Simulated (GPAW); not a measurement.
**MoS2 (P6_3/mmc): refractive index against wavelength**

The refractive index of MoS2 (P6_3/mmc) along x below the direct gap (1.64 eV on the mesh) is read from one computed spectrum, n = √(Re ε). x, y and z are the Cartesian axes of the input cell.

The structure is hexagonal, space group P6_3/mmc (No. 194). The conventional cell has a = 3.169 Å, b = 3.169 Å, c = 12.324 Å, α = 90.00°, β = 90.00°, γ = 120.00°. Mo on site c is surrounded by 6 S at 2.41 Å. Around S on site f lie 3 Mo at 2.41 Å.

Method: GPAW 26.7.0, PBE, RPA, k-mesh 12×12×3, local fields up to 50 eV, Lorentzian half width 0.12 eV.

Launch of the response step: `OMP_NUM_THREADS=1 python df.py`. The run took 10.6 min, its band step included, on 1 thread of Arm Neoverse V1, with other jobs on the host.

```
wavelength (nm)  photon energy E (eV)       n
           3000                 0.413  3.7381
           2000                 0.620  3.7748
           1550                 0.800  3.8217
           1310                 0.946  3.8724
           1064                 1.165       ?
```

In the single-oscillator model n² − 1 = E₀E_d/(E₀² − E²), so 1/(n² − 1) = E₀/E_d − E²/(E₀E_d) is linear in E².

Working, on the rows shown:

| x = E² (eV²) | y = 1/(n² − 1) |
| --- | --- |
| 0.170801 | 0.0770808 |
| 0.384302 | 0.0754767 |
| 0.639837 | 0.0735003 |
| 0.895757 | 0.0714516 |

Means: x̄ = 0.52267, ȳ = 0.074377. Σ(x − x̄)(y − ȳ) = -0.002298, Σ(x − x̄)² = 0.2959. Slope = -0.002298 / 0.2959 = -0.007766; intercept = ȳ − slope · x̄ = 0.078436. Turned back into n, the line misses the rows shown by at most 0.00079.

Predict the last column of the withheld row from the fit.

At x = 1.3578 the line gives y = 0.067892, that is 3.9660. The run gave 3.9762, so the extrapolation is off by 0.01, 4 % of the range in the table.

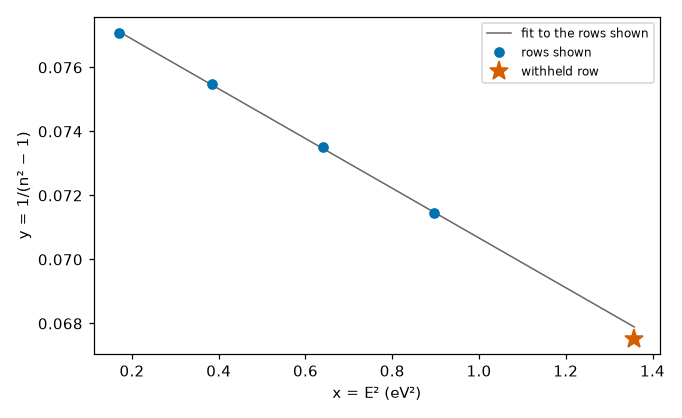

Refitted with all rows, the slope is -0.008056 and the intercept 0.078562. These give E₀ = √(intercept/−slope) = 3.12 eV and E_d = E₀/intercept = 39.8 eV; E₀ is 1.9 times the direct gap. The electronic limit at long wavelengths, without lattice vibrations, is n = √(1 + 1/intercept) = 3.705. The cell comes from an older database entry, whose edges can be off by a per cent or so. Excitons are left out; PBE gaps are as a rule too small. The values come from a sum over the points of one k-mesh and carry its error, which grows as the direct gap shrinks. This version of GPAW has incomplete matrix elements in the optical limit, which can lower ε − 1 by up to a tenth where first-row anions or d states rule. Spin-orbit coupling is left out.

[Logs are printed without paths, hosts, clocks, repeated set-up lines and the standing remarks that a program may print on its own settings, such as how far it seeks lower states.]
